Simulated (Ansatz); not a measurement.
# From PBE to G0W0: SiO2 (Cristobalite), part 2 of 2

Wanted: the gap of SiO2 (Cristobalite) with a many-body correction, and the time that it takes.

Ansatz 0.2.0; PBE, then G0W0 on it, plane waves, PAW. Known limits of the many-body steps: finite bands, screening cutoff and k mesh; no spin-orbit coupling in G0W0.

So far. Step 2 (Bands along the symmetry lines): Over mesh and path the gap is 5.765 eV, direct, at k = Γ. The pressure in this cell is 6 GPa; the cell is kept.

The database entry behind the starting cell lists a temperature of 340 K, so it need not match the best structure at ambient conditions.

In doubt: masses and optical values from hybrid runs of this build are listed as unsure (in some of the runs), which bears on the screening that GW takes from such a start.

### 3. The quasiparticle correction

G0W0 replaces the xc potential by a self-energy built once from the orbitals of the start. Levels are corrected in the window of bands that the input names, at points of the mesh.

This step: G0W0 on PBE, plane waves, PAW; PAW set soft_1.

input.yaml

```yaml
crystal:
  lattice:
    - [4.982, 0.0, 0.0]
    - [0.0, 4.982, 0.0]
    - [0.0, 0.0, 6.963]
  atoms:
    - { symbol: Si, position: [0.29897, 0.29897, 0.0] }
    - { symbol: Si, position: [0.20103, 0.79897, 0.25] }
    - { symbol: Si, position: [0.70103, 0.70103, 0.5] }
    - { symbol: Si, position: [0.79897, 0.20103, 0.75] }
    - { symbol: O, position: [0.23989, 0.10347, 0.17813] }
    - { symbol: O, position: [0.39653, 0.73989, 0.42813] }
    - { symbol: O, position: [0.76011, 0.89653, 0.67813] }
    - { symbol: O, position: [0.60347, 0.26011, 0.92813] }
    - { symbol: O, position: [0.73989, 0.39653, 0.57187] }
    - { symbol: O, position: [0.89653, 0.76011, 0.32187] }
    - { symbol: O, position: [0.26011, 0.60347, 0.07187] }
    - { symbol: O, position: [0.10347, 0.23989, 0.82187] }
kpoints:
  mp_grid: { grid: [4, 4, 2] }
hamiltonian:
  xc: pbe
  pseudopotentials: { kind: paw, azcp: { folder: soft_1 } }
scf:
  occupations: { method: fixed }
gw:
  n_empty_bands: 947
  ecut_chi: 180.0
  qp_bands: [v4, c4]
  qp_kpoints: band_edges
  screening: { model: contour_deformation }
```

The run is started by

```sh
$ ansatz run input.yaml --threads 3 --pin off --max-ram 92160MiB --backend cuda --events-out ev --progress --plain --runs-dir out --devices 1 --max-vram 13GiB
```

Numbers of over 12 decimals in the logs are rounded to 6 here.

What it wrote:

```text
GPUs: using 1 of 1 available (devices: 1).
[...]
GPU FFT provider: cuFFT
GPU libraries: cuBLAS 13.8.2, cuFFT 12.4.0, cuSOLVER 12.3.4
Crystal: 12 atoms, lattice volume = 172.824 Å³
Basis set: ecut = 420 eV, 3387 PW (Γ)
Bands: 44, of which v1, the nominal top of the filled ones, is band 32 counted from 1 (31 counted from 0)
Symmetry: 8 space group operations
[...]
k-points: 12 of 32
[...]
GPU buffer pool allocated for 62208 grid points (all kernels)
[...]
SCF iter   1: F=—  HF=-7103.495148 eV  |F-HF|=—  |Δ(HF+E_count)|=         —  Δρ=1.28e-1  dr2=2.53e1  ethr=3.10e-3  ⟨swp⟩=4.8  Hψ=2082  notcnv=0  defer=102
[...]
SCF iter   8: F=-7096.304376 eV  HF=-7096.304376 eV  |F-HF|=1.01e-8  |Δ(HF+E_count)|=   3.23e-7  Δρ=2.11e-6  dr2=5.83e-9  ethr=1.56e-10  ⟨swp⟩=14.0  Hψ=2802  notcnv=0
SCF 1 converged in 8 iterations: F = -7096.304376 eV  dr2 = 5.83e-9
[...]
NSCF: frozen V_eff on 12 k-points
the band table was solved once the SCF had ended and its energy, with any forces and stress, was formed, with the checks that follow a solve (2347 applications of the Hamiltonian). They found nothing against the state; the energy, forces and stress were not computed again (output.eigenvalues in the input reference)
[...]
G₀W₀ screening: q 1/12
[... further progress lines ...]
SCF converged after 8 iterations
Free energy (F): -7096.304376 eV
[...]
Internal energy: -7096.304376 eV  (E = F + TS)
E sigma→0 (E₀):  -7096.304376 eV
Fermi energy:    1.321772 eV
[...]
--- Band table (eV; the first three rows and the last of 12) ---
  k-point 0: bands = [... 28 lower, 0.6651, 1.0506, 1.0506, 1.3218, 7.0869, 10.2076, 10.2076, 10.6182, ... 8 higher]
  k-point 1: bands = [... 28 lower, 0.8115, 0.8115, 0.9298, 0.9298, 8.3210, 8.3210, 10.8504, 10.8504, ... 8 higher]
  k-point 2: bands = [... 28 lower, 0.6028, 0.8483, 0.9925, 1.1388, 7.7129, 10.3437, 10.3926, 10.6148, ... 8 higher]
  k-point 11: bands = [... 28 lower, 0.6894, 0.6894, 0.6894, 0.6894, 10.6186, 10.6186, 10.6186, 10.6186, ... 8 higher]
--- G₀W₀: contour deformation, 6 samples at zero and on the imaginary axis and 2 off it, 32 q-points, 947 empty bands' worth ---
  eigenvalues of the whole cell's RPA ε∞ on this k-mesh (on a slab, of 1 + 4πα/V) = 2.1475, 2.1539, 2.1539; static W/v taken at q = 0 is 0.464916
  bands read: the sum over 979 bands ends inside a degenerate multiplet in 10 slots, whose members it reads at an even weight; the widest, k=11: bands 977 to 980 (counted from 1) at 3/4 each
  gw.qp_kpoints: band_edges: 11 of 12 stored k-points solved, in 1 pass; an edge of the gap read off the rows below is read off those points alone
    valence top: of the k-points left out ik 8 came nearest to being solved in a further pass, in band 32 (counted from 1, as in the quasiparticle table): it holds the edge there only if its correction is more favourable than any solved in that band by at least 0.553 eV; those differ by 0.077 eV
    conduction bottom: of the k-points left out ik 8 came nearest to being solved in a further pass, in band 33 (counted from 1, as in the quasiparticle table): it holds the edge there only if its correction is more favourable than any solved in that band by at least 2.414 eV; those differ by 0.492 eV
    ik  band        ε_KS         Σx   Σc(E_QP)       V_xc       Z   E_QP_lin       E_QP  E_QP is
     0    29      0.6651   -26.5965     3.9678   -20.5681  0.8067    -1.4318    -1.3955  root
     0    30      1.0506   -26.9211     3.9730   -20.9348  0.8063    -0.9964    -0.9626  root
     0    31      1.0506   -26.9211     3.9730   -20.9348  0.8063    -0.9964    -0.9626  root
     0    32      1.3218   -26.8364     3.9197   -20.9303  0.8071    -0.6968    -0.6645  root
     0    33      7.0869    -6.5264    -3.1648   -10.7500  0.8749     8.1509     8.1456  root
     0    34     10.2076    -5.9900    -3.7033   -11.0558  0.8662    11.5810    11.5701  root
     0    35     10.2076    -5.9900    -3.7033   -11.0558  0.8662    11.5810    11.5701  root
     0    36     10.6182    -7.6367    -3.8047   -13.0111  0.8554    12.2033    12.1879  root
     1    29      0.8115   -26.5537     3.9716   -20.5266  0.8064    -1.2800    -1.2439  root
     1    30      0.8115   -26.5537     3.9716   -20.5266  0.8064    -1.2800    -1.2439  root
     1    31      0.9298   -26.5167     3.9586   -20.5137  0.8064    -1.1502    -1.1146  root
     1    32      0.9298   -26.5167     3.9586   -20.5137  0.8064    -1.1502    -1.1146  root
     1    33      8.3210    -7.2158    -3.2165   -11.6182  0.8681     9.5141     9.5069  root
     1    34      8.3210    -7.2158    -3.2165   -11.6182  0.8681     9.5141     9.5069  root
     1    35     10.8504    -6.2751    -3.9974   -11.8172  0.8602    12.4100    12.3951  root
     1    36     10.8504    -6.2751    -3.9974   -11.8172  0.8602    12.4100    12.3951  root
     2    29      0.6028   -26.4714     3.9928   -20.3990  0.8060    -1.5143    -1.4766  root
     2    30      0.8483   -26.7118     3.9796   -20.6914  0.8060    -1.2278    -1.1924  root
     2    31      0.9925   -26.8415     3.9760   -20.8418  0.8063    -1.0654    -1.0310  root
     2    32      1.1388   -26.6034     3.9175   -20.6732  0.8069    -0.9076    -0.8738  root
     2    33      7.7129    -6.8346    -3.1803   -11.1289  0.8717     8.8331     8.8269  root
     2    34     10.3437    -6.0798    -3.7482   -11.2257  0.8649    11.7530    11.7414  root
     2    35     10.3926    -5.9167    -3.5602   -10.7700  0.8669    11.6954    11.6857  root
     2    36     10.6148    -8.8675    -3.9353   -14.5134  0.8502    12.3443    12.3253  root
     3    29      0.5770   -26.3292     3.9765   -20.2686  0.8061    -1.5450    -1.5071  root
     3    30      0.5770   -26.3292     3.9765   -20.2686  0.8061    -1.5450    -1.5071  root
     3    31      1.0698   -26.7280     3.9550   -20.7535  0.8064    -0.9839    -0.9497  root
     3    32      1.0698   -26.7280     3.9550   -20.7535  0.8064    -0.9839    -0.9497  root
     3    33      8.7385    -7.3351    -3.3125   -11.8987  0.8660     9.9980     9.9896  root
     3    34      8.7385    -7.3351    -3.3125   -11.8987  0.8660     9.9980     9.9896  root
     3    35     10.7151    -6.1005    -3.8382   -11.3839  0.8632    12.1731    12.1604  root
     3    36     10.7151    -6.1005    -3.8382   -11.3839  0.8632    12.1731    12.1604  root
     4    29      0.6759   -26.1880     3.9548   -20.1531  0.8060    -1.4420    -1.4042  root
     4    30      0.6759   -26.1880     3.9548   -20.1531  0.8060    -1.4420    -1.4042  root
     4    31      0.8509   -26.6258     3.9769   -20.6024  0.8062    -1.2313    -1.1955  root
     4    32      0.8509   -26.6258     3.9769   -20.6024  0.8062    -1.2313    -1.1955  root
     4    33      9.1296    -7.3067    -3.3637   -11.9537  0.8647    10.4221    10.4130  root
     4    34      9.1296    -7.3067    -3.3637   -11.9537  0.8647    10.4221    10.4130  root
     4    35     10.6596    -5.6161    -3.6690   -10.6029  0.8662    11.9878    11.9774  root
     4    36     10.6596    -5.6161    -3.6690   -10.6029  0.8662    11.9878    11.9774  root
[...]
10    33     10.1032    -6.9695    -3.4657   -11.7790  0.8620    11.4576    11.4469  root
    10    34     10.1032    -6.9695    -3.4657   -11.7790  0.8620    11.4576    11.4469  root
    10    35     10.2434    -7.8250    -3.6200   -12.9449  0.8573    11.7570    11.7434  root
    10    36     10.2434    -7.8250    -3.6200   -12.9449  0.8573    11.7570    11.7434  root
    11    29      0.6894   -26.4022     3.9691   -20.3696  0.8056    -1.4111    -1.3741  root
    11    30      0.6894   -26.4022     3.9691   -20.3696  0.8056    -1.4111    -1.3741  root
    11    31      0.6894   -26.4022     3.9691   -20.3696  0.8056    -1.4111    -1.3741  root
    11    32      0.6894   -26.4022     3.9691   -20.3696  0.8056    -1.4111    -1.3741  root
    11    33     10.6186    -6.8570    -3.5338   -11.7556  0.8608    11.9950    11.9835  root
    11    34     10.6186    -6.8570    -3.5338   -11.7556  0.8608    11.9950    11.9835  root
    11    35     10.6186    -6.8570    -3.5338   -11.7556  0.8608    11.9950    11.9835  root
    11    36     10.6186    -6.8570    -3.5338   -11.7556  0.8608    11.9950    11.9835  root
```

Wall time 60 s (1 × NVIDIA H100 80GB HBM3 (shared by 6 runs) with 3 threads of AMD EPYC 7R13 (Zen 3), shared host); peak memory 3.5 GiB; 93 s of CPU time.

Numbers from this step:

```
bands summed                                    : 979
RPA ε∞ on this mesh (eigenvalues)               : 2.148, 2.154, 2.154
plane waves in the screening matrix             : 967
q-points in the mesh                            : 32
G0W0 gap over the corrected points              : 8.810 eV
k of the valence top                            : 0, 0, 0
k of the conduction bottom                      : 0, 0, 0
starting gap on the mesh                        : 5.765 eV
Z at the valence top                            : 0.8071
Z at the conduction bottom                      : 0.8749
least direct G0W0 gap over the corrected points : 8.810 eV
```

Over 11 of 12 irreducible mesh points the G0W0 gap is 8.810 eV, direct, at k = Γ. The PBE gap of this run on the mesh is 5.765 eV. The two states that bound the G0W0 gap lie that far apart at the start, so the correction of the gap is 8.810 − 5.765 = +3.045 eV. The start of this run differs from the step before in mesh (6×6×4 and 4×4×2).

Labels follow the order of the start: v1 is the top filled band, c1 the lowest empty one; levels that stay degenerate share a row, the window can cut a multiplet, doubted levels are not marked in this list, bands outside the window were not corrected, and the list may be a part of the corrected levels. The levels before and after the correction (eV, zero at the valence-band top of each column):

```tsv
	conduction bottom	valence top
Kohn-Sham	5.77	0.00
G0W0	8.81	0.00
```

```tsv
	level	occupation	energy (eV)
Kohn-Sham	Γ v4	2	-0.657
Kohn-Sham	Γ v3-v2	2	-0.271
Kohn-Sham	Γ v1	2	0.000
Kohn-Sham	Γ c1	0	5.765
Kohn-Sham	Γ c2-c3	0	8.886
Kohn-Sham	Γ c4	0	9.296
G0W0	Γ v4	2	-0.731
G0W0	Γ v3-v2	2	-0.298
G0W0	Γ v1	2	0.000
G0W0	Γ c1	0	8.810
G0W0	Γ c2-c3	0	12.235
G0W0	Γ c4	0	12.852
```

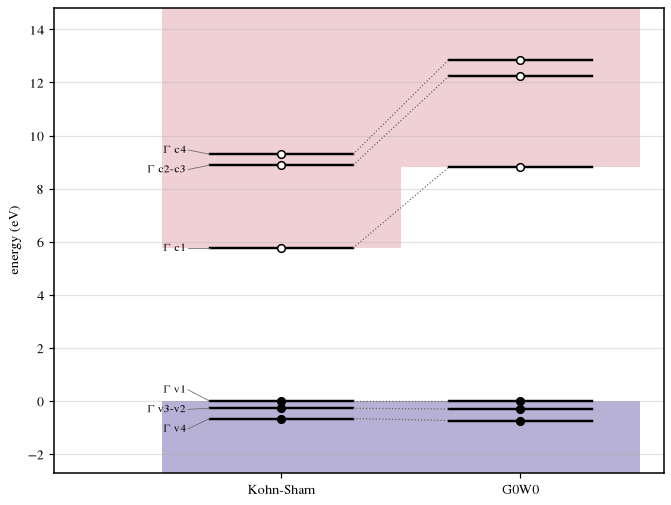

Levels before and after the correction. Shaded: valence and conduction bands. Filled marks are occupied levels, open marks empty ones.

The parts of the quasiparticle energy for the two states that bound the G0W0 gap, in eV on the run's own scale (QP = start + Σx + Σc − Vxc, with Σc at the quasiparticle energy):

```tsv
edge	k	band	start	Σx	Σc	Vxc	Z	QP
valence top	Γ	32	1.322	−26.836	3.920	−20.930	0.807	−0.664
conduction bottom	Γ	33	7.087	−6.526	−3.165	−10.750	0.875	8.146
```

### 4. Side by side

Each gap is the least one over the points named; times are wall times on shared hosts, not benchmarks. A G0W0 time includes the run's own self-consistent start. Rows marked * are further runs, not shown as steps, whose inputs differ from the G0W0 step on the same start in the columns given; solver thresholds can differ too.

```tsv
level	mesh	files, cutoff	bands summed, screening	points	gap (eV)	valence top	conduction bottom	least direct gap (eV)	time
PBE	6×6×4	soft_1 PAW, 420 eV	-	mesh and path	5.765	Γ	Γ	5.765	9.6 s
G0W0@PBE*	4×4×2	soft_1 PAW, 420 eV	187, 54 eV	11 of 12 irreducible mesh points	8.451	Γ	Γ	8.451	18 s
G0W0@PBE*	4×4×2	soft_1 PAW, 420 eV	472, 108 eV	11 of 12 irreducible mesh points	8.602	Γ	Γ	8.602	29 s
G0W0@PBE	4×4×2	soft_1 PAW, 420 eV	979, 180 eV	11 of 12 irreducible mesh points	8.810	Γ	Γ	8.810	60 s
G0W0@PBE*	2×2×2	soft_1 PAW, 420 eV	472, 108 eV	all 6 irreducible mesh points	8.623	Γ	Γ	8.623	14 s
G0W0@PBE*	4×4×2	soft_1 PAW, 420 eV	472, 108 eV, plasmon pole	11 of 12 irreducible mesh points	8.574	Γ	Γ	8.574	34 s
```

### 5. Summary of results

```
PBE gap over mesh and path                         : 5.765 eV, direct, at k = Γ
G0W0@PBE gap over 11 of 12 irreducible mesh points : 8.810 eV, direct, at k = Γ
GW settings                                        : 4×4×2 mesh, 947 empty bands, screening to 180 eV, PAW set soft_1 files
known limits                                       : finite bands, screening cutoff and k mesh; no spin-orbit coupling in G0W0
```

**Reading.** Over 11 of 12 irreducible mesh points the G0W0 gap is 8.810 eV, direct, at k = Γ. The PBE gap of this run on the mesh is 5.765 eV. The two states that bound the G0W0 gap lie that far apart at the start, so the correction of the gap is 8.810 − 5.765 = +3.045 eV. The valence state moves by −0.664 − 1.322 = −1.986 eV and the conduction state by 8.146 − 7.087 = +1.059 eV, on the run's own scale; with 187 bands the edge states move by −1.521 and +1.165 eV, so the split between the edges depends on the bands and cutoff. Both edges that PBE shows over mesh and path lie at k points where levels were corrected. Levels at other points were not corrected, so a lower G0W0 gap elsewhere in the zone is not ruled out. From 187 bands and 54 eV to 979 bands and 180 eV the gap moves by 8.810 − 8.451 = +0.359 eV (rung by rung 8.451, 8.602, 8.810 eV); bands and screening cutoff rise together, so their parts are not told apart. A line in one over the bands through the two highest rungs gives 8.810 + (8.810 − 8.602) × 472 / (979 − 472) = 9.004 eV, and through the pair below 8.602 + (8.602 − 8.451) × 187 / (472 − 187) = 8.701 eV. The two differ by 0.303 eV, not under the 0.030 eV asked, so the law does not hold well over these rungs and the limit is not known. With the 2×2×2 mesh in place of the 4×4×2 mesh and all else as in the G0W0@PBE row with 472 bands, the gap differs by 8.623 − 8.602 = +0.021 eV, and that of the start by 5.764 − 5.765 = −0.001 eV. With the plasmon pole model in place of the contour deformation model and all else as in the G0W0@PBE row with 472 bands, the gap differs by 8.574 − 8.602 = −0.028 eV. G0W0 on other starts in this series, not shown as steps and not all at these settings: 9.337 eV on HSE06 (4×4×2, soft_1 PAW, 472 bands, 108 eV) and 8.544 eV on LDA (4×4×2, soft_1 PAW, 472 bands, 108 eV). The G0W0 runs are scalar-relativistic. G0W0@PBE runs of this series with other atomic data on the same mesh, not shown as steps, give 8.626 eV (hard PAW, 930 eV, 472 bands, screening to 108 eV; the table's row with the same empty bands and screening cutoff has 8.602 eV); where bands and cutoffs differ too, the part of the files is not isolated.

[Paths, hosts, dates, memory and timing lines, banners, echoed tables and standing remarks are left out of the program output.]

[Logs are printed without paths, hosts, clocks, repeated set-up lines and the standing remarks that a program may print on its own settings, such as how far it seeks lower states.]

[Runs of the session that timed out or met a known fault of the program may be left out.]

[Cells called generated may have been cut or substituted from an entry of the Crystallography Open Database or the Materials Project.]

[Hosts, paths, dates, database ids (printed as entryN), source tags and the programs' standing remarks are cut or masked in the printed files.]

[Where an RPA ε∞ is given, it is that of the G0W0 mesh and is not shown converged in it. Names of k-points follow the symmetry that the program found, which can be lower than the space group named. Band edges on a path are those of the sampled points; other points can move an edge, and change direct to indirect where valleys lie close.]

[Hybrid gaps are those of their k-mesh and are not shown converged in it.]
